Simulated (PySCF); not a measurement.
Au(Cl)4, SMILES [Cl][Au-]([Cl])([Cl])[Cl] (AuCl₄ (anion, charge -1)), singlet, PBE0/def2-SVP optimised geometry. Atoms within 1.6 Å of the plane z = 0.0 Å (x, y, z in Å): Au1 (0.00, 0.00, 0.00), Cl2 (0.00, 2.32, 0.00), Cl3 (2.32, 0.00, 0.00), Cl4 (0.00, -2.32, 0.00), Cl5 (-2.32, 0.00, 0.00).

Calculation: PBE0/def2-TZVPD, def2 effective core potentials past Kr run with PySCF 2.14.0. The core electrons that the potentials of Au replace are not part of the density. Cells within 0.4 Å of a nucleus heavier than hydrogen are left out (blank, or x).

Map of the HOMO amplitude (bohr^(-3/2)) on the plane z = 0.0 Å; orbital energy -4.00 eV, overall sign arbitrary:

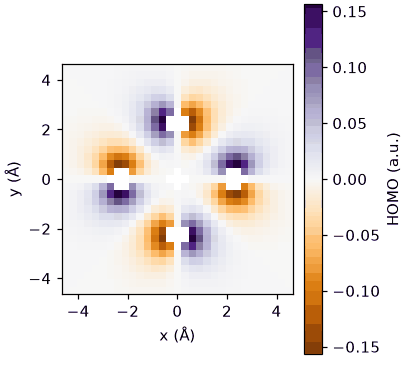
Figure: HOMO amplitude (bohr^(-3/2)) on the plane z = 0.0 Å.
